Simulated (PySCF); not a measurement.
Cd(H)(SeH), SMILES [SeH][CdH] at its B3LYP/def2-SVP optimised geometry (Å):

```
4

Cd     0.4261    -0.7282     0.0000
H      2.1030    -0.7497     0.0000
Se    -2.0657    -0.7282     0.0000
H     -2.1030     0.7497     0.0000
```

Method: B3LYP/def2-TZVP, def2 effective core potentials past Kr (PySCF). The core electrons that the potentials of Cd replace are not part of the density. Cells within 0.4 Å of a nucleus heavier than hydrogen are left out (blank, or x).

Map of the electrostatic potential (hartree/e), clipped to [-0.08, 0.12] on the plane z = 0.0 Å:

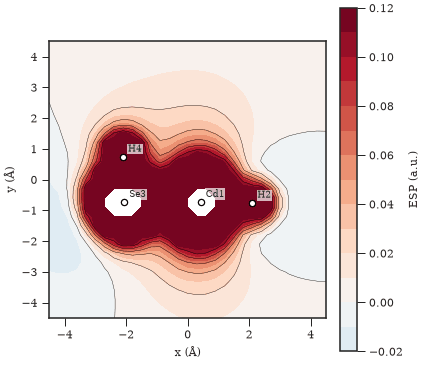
Figure. Electrostatic potential (hartree/e), clipped to [-0.08, 0.12] on the plane z = 0.0 Å.
